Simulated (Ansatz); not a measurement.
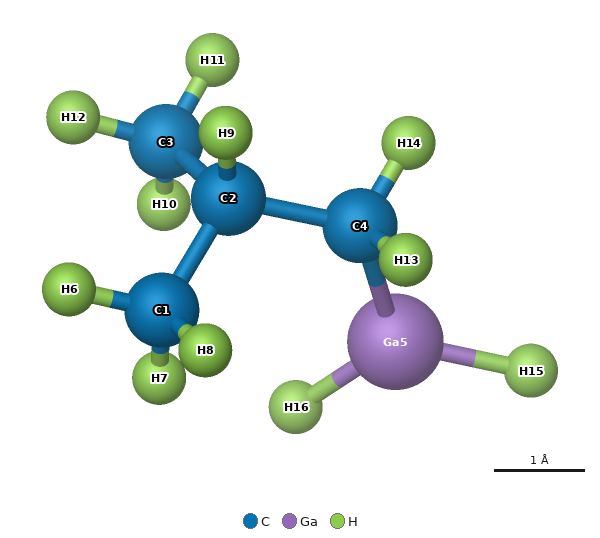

Figure 1. The structure (ball-and-stick view, seen at a tilt; atoms are numbered from 1 in the order of the input). Sticks mark near contacts. Bond lengths as drawn: C–C 1.52 to 1.53 Å, C–Ga 1.98 Å, C–H 1.09 to 1.10 Å and Ga–H 1.58 Å.

## Two runs on C$_{4}$H$_{11}$Ga

System: C$_{4}$H$_{11}$Ga, SMILES CC(C)[CH2][GaH2].
Method of run 1: RKS SPW92 (LDA)/def2-TZVPP (Ansatz 0.2.0).

The geometry comes from this level: PBE0-D4/def2-TZVP. Text and figures count atoms from 1; the logs count them from 0 in places.

The input, run 1:
```yaml
crystal:
  periodic: [false, false, false]
  atoms:
    - {symbol: C, position_ang: [0.936925, 0.531199, -1.228167]}
    - {symbol: C, position_ang: [0.490165, -0.600803, -0.314825]}
    - {symbol: C, position_ang: [-0.847571, -1.168115, -0.766386]}
    - {symbol: C, position_ang: [0.441977, -0.154251, 1.144124]}
    - {symbol: Ga, position_ang: [-0.812707, 1.297252, 1.623297]}
    - {symbol: H, position_ang: [1.026615, 0.195151, -2.264460]}
    - {symbol: H, position_ang: [0.213483, 1.353469, -1.211209]}
    - {symbol: H, position_ang: [1.907486, 0.930266, -0.920633]}
    - {symbol: H, position_ang: [1.234364, -1.404985, -0.398668]}
    - {symbol: H, position_ang: [-1.627337, -0.399521, -0.732443]}
    - {symbol: H, position_ang: [-1.163653, -1.996925, -0.126909]}
    - {symbol: H, position_ang: [-0.797318, -1.538444, -1.793582]}
    - {symbol: H, position_ang: [1.433719, 0.177520, 1.478773]}
    - {symbol: H, position_ang: [0.193431, -1.000405, 1.798120]}
    - {symbol: H, position_ang: [-0.870942, 1.766299, 3.126762]}
    - {symbol: H, position_ang: [-1.758636, 2.012293, 0.586218]}
basis:
  gaussian: {orbitals: def2-TZVPP}
hamiltonian: {xc: lda}
output: {orbitals: {seedname: orbitals}}
```

Command:
```bash
ansatz run in.yaml --threads 4 --pin off --events-out ev --progress --plain --max-ram 10444MiB
```

Hardware: 4 threads of Arm Neoverse V2, 23 GiB of memory available, shared host.

Output (run 1):
```
Functional definition: SPW92
  exchange = slater_x
  correlation = pw_c
1737 factors; their error is unknown
mean field evaluation 1: about -56558.8036 eV, gradient 1.1e2 eV
mean field evaluation 2: about -56432.2436 eV, gradient 2.2e2 eV
mean field evaluation 4: about -56582.2545 eV, gradient 1.6e1 eV
mean field evaluation 8: about -56582.8334 eV, gradient 1.0e-1 eV
mean field evaluation 16: about -56582.7873 eV, gradient 2.0e-3 eV
mean field -56582.78731444 eV, -2079.3790806148 hartree, gradient 4.2e-5 eV, S^2 0.000000; 0 other end points of the search recorded, 0 dependent functions left out
reference -56582.78736437 eV, -2079.3790824497 hartree; 33, 33 occupied and 293, 293 virtual orbitals, 1737 factors
Total energy: -56582.78736437 eV, -2079.3790824497 hartree
```

The input of run 2 differs as follows (lines with − go, lines with + come):
```diff
-hamiltonian: {xc: lda}
+hamiltonian: {xc: {name: B97M-V}}
```

How does run 2 compare with run 1?

The total energies belong to different methods, so their difference says nothing on which is more stable or more accurate. The HOMO goes from −6.40 to −6.63 eV. The LUMO goes from −2.43 to −2.11 eV.

Output (run 2):
```
Functional definition: B97M-V
  parameter cx00 = 1.000
  parameter cx01 = 1.308
  parameter cx02 = 1.901
  parameter cx10 = 0.416
  parameter cx11 = 3.070
  parameter css00 = 1.000
  parameter css02 = -1.855
  parameter css10 = -5.668
  parameter css32 = -20.497
  parameter css42 = -20.364
  parameter cos00 = 1.000
  parameter cos01 = 1.573
  parameter cos03 = -6.298
  parameter cos10 = 2.535
  parameter cos32 = -6.427
  parameter b = 6.0
  parameter c = 0.01
  gx(w, u) = cx00 + cx01*u + cx02*u^2 + (cx10 + cx11*u)*w
  gss(w, u) = css00 + css02*u^2 + css10*w + (css32*w^3 + css42*w^4)*u^2
  gos(w, u) = cos00 + cos01*u + cos03*u^3 + cos10*w + cos32*w^3*u^2
  exchange = spin_sum(e_x_unif_s*gx(b97_w, b97_u_x))
  correlation = spin_sum(e_c_pw_mod_same_spin*gss(b97_w, b97_u_same))
      + integral(e_c_pw_mod_opposite_spin*gos(b97_w_opposite, b97_u_opposite)) + vv10(b, c)
1737 factors; their error is unknown
mean field evaluation 1: about -56681.3555 eV, gradient 8.1e1 eV
mean field evaluation 2: about -56600.8068 eV, gradient 1.6e2 eV
mean field evaluation 4: about -56696.9934 eV, gradient 9.1e0 eV
mean field evaluation 8: about -56697.2243 eV, gradient 4.5e-1 eV
mean field evaluation 16: about -56697.1718 eV, gradient 3.4e-3 eV
mean field -56697.17183523 eV, -2083.5826342215 hartree, gradient 4.2e-5 eV, S^2 0.000000; 0 other end points of the search recorded, 0 dependent functions left out
reference -56697.17190909 eV, -2083.5826369358 hartree; 33, 33 occupied and 293, 293 virtual orbitals, 1737 factors
Total energy: -56697.17190909 eV, -2083.5826369358 hartree
```

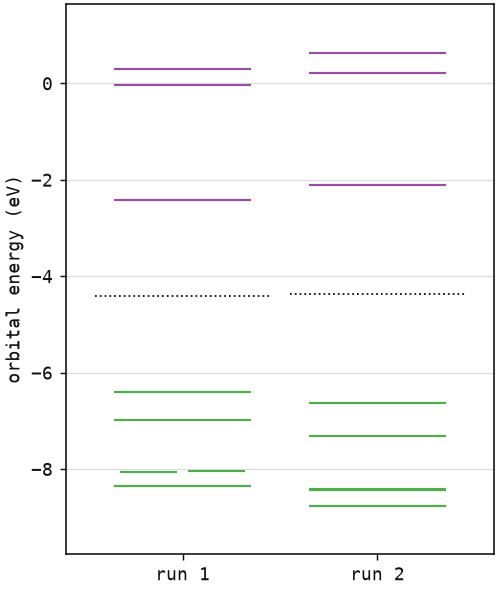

Figure 2. The five highest filled and three lowest empty orbital energies of the two runs; the dotted lines part filled from empty levels. The HOMO–LUMO gap is 3.97 eV in run 1 and 4.52 eV in run 2.

The two runs side by side:

| quantity | run 1 | run 2 |
| --- | --- | --- |
| outcome | converged | converged |
| total energy (hartree) | −2079.379082 | −2083.582637 |
| HOMO (eV) | −6.40 | −6.63 |
| LUMO (eV) | −2.43 | −2.11 |
| basis functions | 326 | 326 |
| wall time (shared host) | 1.9 s | 14 s |
